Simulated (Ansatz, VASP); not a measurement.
# Cross-check of CoCl2 between VASP and Ansatz

Aim: how closely do two programs agree when they are given the same cell, functional and k mesh? The structure shown is the end of the VASP relaxation below.

Program: Ansatz 0.2.0. Level of theory: plane waves, with VASP 6.6.1 beside it; single point at PBEsol and band structure at PBEsol. Results are calculated unless marked as measured.

## 1. The structure

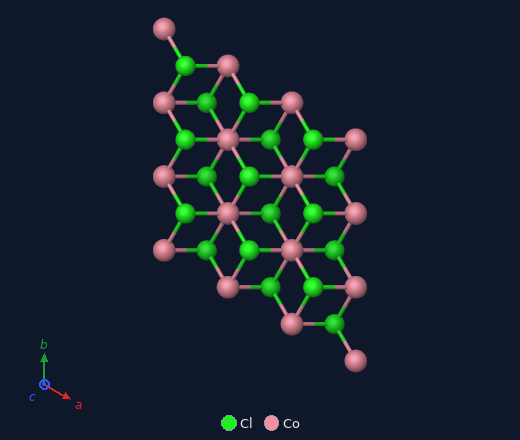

Start, viewed from above; chlorine green, cobalt pink. 3×3×1 cells are drawn. Some periodic images of atoms are drawn too.

The cell holds 3 atoms: 2 Cl and 1 Co. Cell: a = 3.540 Å, b = 3.540 Å, c = 17.649 Å, α = 90.0°, β = 90.0°, γ = 120.0°. It derives from CoCl2. As first built, before any earlier steps moved the atoms: kind sheets cut from a layered crystal; sheets 1. Vacuum lies along c.

As a file:

```xyz
3
Lattice="3.5400 0.0000 0.0000 -1.7700 3.0657 0.0000 0.0000 0.0000 17.6487" Properties=species:S:1:pos:R:3
Cl    0.0000    2.0438   10.1042
Cl    1.7700    1.0219    7.5445
Co    0.0000    0.0000    8.8244
```

## 2. VASP: relaxation, PBEsol

This run makes the geometry at which the two programs are then compared.

Lines of VASP's logs that name or quote its potential files are left out, and so is its time.

File INCAR:

```
SYSTEM = CoCl2
PREC = Normal
ENCUT = 300
EDIFF = 1E-05
NELM = 120
ISMEAR = 0
SIGMA = 0.05
LREAL = .FALSE.
ALGO = Fast
GGA = PS
NBANDS = 19
ISPIN = 2
MAGMOM = 0.6 0.6 2
LMAXMIX = 4
LORBIT = 11
LWAVE = .FALSE.
LCHARG = .FALSE.
KPAR = 2
IBRION = 2
NSW = 40
ISIF = 2
EDIFFG = -0.03
POTIM = 0.4
MAXMIX = 40
IDIPOL = 3
LDIPOL = .TRUE.
DIPOL = 0.5 0.5 0.5
```

File POSCAR:

```
CoCl2
1.0
    3.5400119550      0.0000000000      0.0000000000
   -1.7700059770      3.0657402820      0.0000000000
    0.0000000000      0.0000000000     17.6487453723
Cl Co
2 1
Direct
    0.3333333330      0.6666666670      0.5750406140
    0.6666666670      0.3333333330      0.4249593860
    0.0000000000      0.0000000000      0.5000000000
```

File KPOINTS:

```
Automatic mesh
0
Gamma
9 9 1
0 0 0
```

PAW data sets: Cl and Co (PBE family, release 64).

On the command line:

```sh
mpirun -np 2 vasp_std
```

Numbers of over 12 decimals in the logs are rounded to 6 here.

Log:

```text
[banner, memory and clock lines left out]
running    2 mpi-ranks, on    1 nodes
 distrk:  each k-point on    1 cores,    2 groups
 distr:  one band on    1 cores,    1 groups

 POSCAR found type information on POSCAR ClCo
 POSCAR found :  2 types and       3 ions
|                                                                             |
|               ----> ADVICE to this user running VASP <----                  |
|                                                                             |
|     You enforced a specific xc type in the INCAR file but a different       |
|     [... a line on the potential file left out ...]
|     I HOPE YOU KNOW WHAT YOU ARE DOING!                                     |
|                                                                             |

 LDA part: xc-table for (Slater+PW92), standard interpolation
 POSCAR, INCAR and KPOINTS ok, starting setup
 FFT: planning ... GRIDC
 FFT: planning ... GRID_SOFT
 FFT: planning ... GRID
 WAVECAR not read
 entering main loop
       N       E                     dE             d eps       ncg     rms          rms(c)
DAV:   1     0.149679260574E+03    0.14968E+03   -0.63101E+03   912   0.600E+02
DAV:   2     0.805703458854E+01   -0.14162E+03   -0.13551E+03  1119   0.194E+02
DAV:   3    -0.136791207913E+02   -0.21736E+02   -0.21192E+02  1158   0.779E+01
DAV:   4    -0.142340991512E+02   -0.55498E+00   -0.55414E+00  1170   0.159E+01
DAV:   5    -0.142467673977E+02   -0.12668E-01   -0.12666E-01  1340   0.224E+00    0.145E+01
RMM:   6    -0.135126983695E+02    0.73407E+00   -0.15953E+01   912   0.353E+01    0.187E+01
RMM:   7    -0.128271224036E+02    0.68558E+00   -0.33875E+00   912   0.171E+01    0.679E+00
RMM:   8    -0.129046269932E+02   -0.77505E-01   -0.48959E-01   912   0.451E+00    0.371E+00
RMM:   9    -0.130775216710E+02   -0.17289E+00   -0.27649E-01   914   0.263E+00    0.208E+00
RMM:  10    -0.131770431297E+02   -0.99521E-01   -0.70114E-02   912   0.223E+00    0.126E+00
RMM:  11    -0.131847598979E+02   -0.77168E-02   -0.15922E-02   918   0.858E-01    0.976E-01
RMM:  12    -0.131767838479E+02    0.79760E-02   -0.67632E-03   912   0.610E-01    0.560E-01
RMM:  13    -0.131870102117E+02   -0.10226E-01   -0.63212E-03   912   0.630E-01    0.190E-01
RMM:  14    -0.131929860409E+02   -0.59758E-02   -0.16599E-03   912   0.261E-01    0.950E-02
[...]
RMM:  18    -0.131990863937E+02   -0.83378E-03   -0.80165E-06   606   0.190E-02    0.960E-03
RMM:  19    -0.131992990571E+02   -0.21266E-03   -0.37394E-06   604   0.141E-02    0.542E-03
RMM:  20    -0.131994875603E+02   -0.18850E-03   -0.24127E-06   592   0.955E-03    0.375E-03
RMM:  21    -0.131996911215E+02   -0.20356E-03   -0.19696E-06   517   0.675E-03    0.243E-03
RMM:  22    -0.131998700523E+02   -0.17893E-03   -0.18463E-06   513   0.669E-03    0.189E-03
RMM:  23    -0.131999120694E+02   -0.42017E-04   -0.43477E-07   447   0.516E-03    0.889E-04
RMM:  24    -0.131999292108E+02   -0.17141E-04   -0.17179E-07   367   0.380E-03    0.673E-04
RMM:  25    -0.131999330199E+02   -0.38091E-05   -0.11603E-07   354   0.364E-03
   1 F= -.13199933E+02 E0= -.13196418E+02  d E =-.131999E+02  mag=     3.0000
 curvature:   0.00 expect dE= 0.000E+00 dE for cont linesearch  0.000E+00
 trial: gam= 0.00000 g(F)=  0.817E-02 g(S)=  0.000E+00 ort = 0.000E+00 (trialstep = 0.100E+01)
 search vector abs. value=  0.817E-02
 bond charge predicted
       N       E                     dE             d eps       ncg     rms          rms(c)
DAV:   1    -0.132046718116E+02   -0.47426E-02   -0.56472E-01  1042   0.366E+00    0.454E-01
RMM:   2    -0.132012955709E+02    0.33762E-02   -0.20966E-02   912   0.107E+00    0.298E-01
RMM:   3    -0.132066908075E+02   -0.53952E-02   -0.48167E-03   921   0.539E-01    0.155E-01
RMM:   4    -0.132065660080E+02    0.12480E-03   -0.10750E-03   975   0.228E-01    0.132E-01
RMM:   5    -0.132066266045E+02   -0.60596E-04   -0.14326E-04   907   0.959E-02    0.726E-02
RMM:   6    -0.132068781713E+02   -0.25157E-03   -0.10103E-04   880   0.578E-02    0.291E-02
RMM:   7    -0.132069718471E+02   -0.93676E-04   -0.52844E-05   789   0.402E-02    0.370E-02
RMM:   8    -0.132069709979E+02    0.84922E-06   -0.11126E-05   604   0.237E-02
   2 F= -.13206971E+02 E0= -.13203383E+02  d E =-.703798E-02  mag=     2.9997
 trial-energy change:   -0.007038  1 .order   -0.007022   -0.008175   -0.005869
 step:   3.5461(harm=  3.5461)  dis= 0.04454  next Energy=   -13.214427 (dE=-0.145E-01)
 bond charge predicted
       N       E                     dE             d eps       ncg     rms          rms(c)
DAV:   1    -0.131993071504E+02    0.76647E-02   -0.36725E+00   912   0.937E+00    0.119E+00
RMM:   2    -0.132106793608E+02   -0.11372E-01   -0.12854E-01   912   0.274E+00    0.383E-01
RMM:   3    -0.132134182302E+02   -0.27389E-02   -0.25697E-02   948   0.115E+00    0.869E-02
RMM:   4    -0.132145201020E+02   -0.11019E-02   -0.53247E-03   993   0.512E-01    0.121E-01
RMM:   5    -0.132145813218E+02   -0.61220E-04   -0.70965E-04   997   0.168E-01    0.879E-02
RMM:   6    -0.132145564060E+02    0.24916E-04   -0.70921E-05   787   0.577E-02    0.656E-02
RMM:   7    -0.132145484517E+02    0.79543E-05   -0.17680E-05   661   0.275E-02
   3 F= -.13214548E+02 E0= -.13210694E+02  d E =-.146154E-01  mag=     2.9993
 curvature:  -1.77 expect dE=-0.866E-06 dE for cont linesearch -0.866E-06
 trial: gam=-0.00767 g(F)=  0.489E-06 g(S)=  0.000E+00 ort = 0.632E-04 (trialstep = 0.151E+01)
 search vector abs. value=  0.129E-09
 reached required accuracy - stopping structural energy minimisation
```

Parts of OUTCAR (step 2):

```text
ion  position               nearest neighbor table
   1  0.333  0.667  0.575-   3 2.44   3 2.44   3 2.44
   2  0.667  0.333  0.425-   3 2.44   3 2.44   3 2.44
   3  0.000  0.000  0.500-   1 2.44   2 2.44   1 2.44   2 2.44   2 2.44   1 2.44

  LATTYP: Found a hexagonal cell.
 ALAT       =     3.5400119550
 C/A-ratio  =     4.9855044550

 Subroutine GETGRP returns: Found 12 space group operations
 (whereof 12 operations were pure point group operations)

The static configuration has the point symmetry D_3d.

 Found     12 irreducible k-points:

   k-points           NKPTS =     12   k-points in BZ     NKDIM =     12   number of bands    NBANDS=     19

   dimension x,y,z NGX =    16 NGY =   16 NGZ =   80
   dimension x,y,z NGXF=    32 NGYF=   32 NGZF=  160

   ENCUT  =  300.0 eV  22.05 Ry    4.70 a.u.   5.00  5.00 24.92*2*pi/ulx,y,z

   NELECT =      23.0000    total number of electrons

 k-points in reciprocal lattice and weights: Automatic mesh
   0.00000000  0.00000000  0.00000000       0.012
   0.11111111 -0.00000000  0.00000000       0.074
   0.22222222 -0.00000000  0.00000000       0.074
   0.33333333 -0.00000000  0.00000000       0.074
   0.44444444 -0.00000000  0.00000000       0.074
   0.11111111  0.11111111  0.00000000       0.074
   0.22222222  0.11111111  0.00000000       0.148
   0.33333333  0.11111111  0.00000000       0.148
   0.44444444  0.11111111  0.00000000       0.074
   0.22222222  0.22222222  0.00000000       0.074
   0.33333333  0.22222222  0.00000000       0.148
   0.33333333  0.33333333  0.00000000       0.025

 dipolmoment           0.000000      0.000000     -0.000000 electrons x Angstroem

 average (electrostatic) potential at core
       1 -98.7827       2 -98.7827       3 -91.5824

 E-fermi :  -3.0986

 spin component 1
 k-point     1 :       0.0000    0.0000    0.0000
  band No.  band energies     occupation
    ...
      9      -5.4634      1.00000
     10      -5.3200      1.00000
     11      -5.3200      1.00000
     12      -3.4595      1.00000
     13      -3.4595      1.00000
     14       1.1084      0.00000
     15       2.2091      0.00000
     16       2.9215      0.00000
     17       2.9257      0.00000
     18       3.9086      0.00000
    ...

 k-point     2 :       0.1111   -0.0000    0.0000
  band No.  band energies     occupation
    ...
      9      -5.4185      1.00000
     10      -5.0635      1.00000
     11      -5.0451      1.00000
     12      -3.7651      1.00000
     13      -3.5343      1.00000
     14       1.5520      0.00000
     15       2.6697      0.00000
     16       3.1063      0.00000
     17       3.1430      0.00000
     18       3.9733      0.00000
    ...

 k-point     3 :       0.2222   -0.0000    0.0000
  band No.  band energies     occupation
    ...
      9      -5.4462      1.00000
     10      -5.0034      1.00000
     11      -4.9150      1.00000
     12      -4.1404      1.00000
     13      -3.6377      1.00000
     14       2.4036      0.00000
     15       2.9428      0.00000
     16       3.5239      0.00000
     17       3.8543      0.00000
     18       4.3648      0.00000
    ...

 k-point     4 :       0.3333   -0.0000    0.0000
  band No.  band energies     occupation
    ...
      9      -5.7002      1.00000
     10      -5.0581      1.00000
     11      -5.0304      1.00000
     12      -4.0026      1.00000
     13      -3.6300      1.00000
     14       2.1826      0.00000
     15       3.2400      0.00000
     16       4.2620      0.00000
     17       4.5337      0.00000
     18       5.1775      0.00000
    ...

 k-point     5 :       0.4444   -0.0000    0.0000
  band No.  band energies     occupation
    ...
      9      -5.8771      1.00000
     10      -5.1833      1.00000
     11      -5.1339      1.00000
     12      -3.8081      1.00000
     13      -3.5853      1.00000
     14       1.8299      0.00000
     15       3.2227      0.00000
     16       4.8505      0.00000
     17       5.1800      0.00000
     18       5.9826      0.00000
    ...

 k-point     6 :       0.1111    0.1111    0.0000
  band No.  band energies     occupation
    ...
      9      -5.3925      1.00000
     10      -5.0215      1.00000
     11      -4.8882      1.00000
     12      -4.0165      1.00000
     13      -3.7205      1.00000
     14       2.2270      0.00000
     15       3.1613      0.00000
     16       3.3485      0.00000
     17       3.7420      0.00000
     18       3.9902      0.00000
    ...

  Total       -1.4300466     -1.4300466     -0.1368749     -0.0000000      0.0000000     -0.0000000
  in kB      -11.9620844    -11.9620843     -1.1449343     -0.0000000      0.0000000     -0.0000000
  external PRESSURE =      -8.3563677 kB  Pullay stress =       0.0000000 kB

  energy-cutoff  :      300.00
  volume of cell :      191.54
      direct lattice vectors                 reciprocal lattice vectors
     3.540011955  0.000000000  0.000000000     0.282484922  0.163092746  0.000000000
    -1.770005977  3.065740282  0.000000000     0.000000000  0.326185491  0.000000000
     0.000000000  0.000000000 17.648745372     0.000000000  0.000000000  0.056661251

 POSITION                                       TOTAL-FORCE (eV/Angst)
 -----------------------------------------------------------------------------------
     -0.00000      2.04383     10.10421         0.000000      0.000000     -0.002516
      1.77001      1.02191      7.54454         0.000000      0.000000      0.002516
      0.00000      0.00000      8.82437        -0.000000     -0.000000      0.000000
 -----------------------------------------------------------------------------------
    total drift:                               -0.000000     -0.000000     -0.000000

  FREE ENERGIE OF THE ION-ELECTRON SYSTEM (eV)
  ---------------------------------------------------
  free  energy   TOTEN  =       -13.2145484517 eV

  energy  without entropy=      -13.2068400695  energy(sigma->0) =      -13.21069426

 reached required accuracy - stopping structural energy minimisation

 vacuum level on the upper side and lower side of the slab         2.543         2.543

 total charge
# of ion       s       p       d       tot
------------------------------------------
    1        1.591   3.483   0.000   5.075
    2        1.591   3.483   0.000   5.075
    3        0.308   0.344   7.114   7.765
--------------------------------------------------
tot          3.490   7.311   7.114  17.915

 magnetization (x)
# of ion       s       p       d       tot
------------------------------------------
    1        0.010   0.182   0.000   0.192
    2        0.010   0.182   0.000   0.192
    3        0.009   0.009   2.458   2.476
--------------------------------------------------
tot          0.030   0.372   2.458   2.860

[... 6 further parts left out ...]
```

CONTCAR:

```
CoCl2
   1.00000000000000
     3.5400119550000002    0.0000000000000000    0.0000000000000000
    -1.7700059770000001    3.0657402820000001    0.0000000000000000
     0.0000000000000000    0.0000000000000000   17.6487453722999987
  Cl              Co
     2     1
Direct
     0.3333333329999988    0.6666666670000012    0.5725170720371211
     0.6666666670000012    0.3333333329999988    0.4274829279628788
     0.0000000000000000    0.0000000000000000    0.5000000000000000
```

[end of part 1 of 2]

[Lines on the potential files, build, host, timing and source positions are cut from VASP's logs without a mark.]

[Logs are printed without paths, hosts, clocks, repeated set-up lines and the standing remarks that a program may print on its own settings, such as how far it seeks lower states.]

[Hosts, paths, dates, database ids (printed as entryN), source tags and the programs' standing remarks are cut or masked in the printed files.]
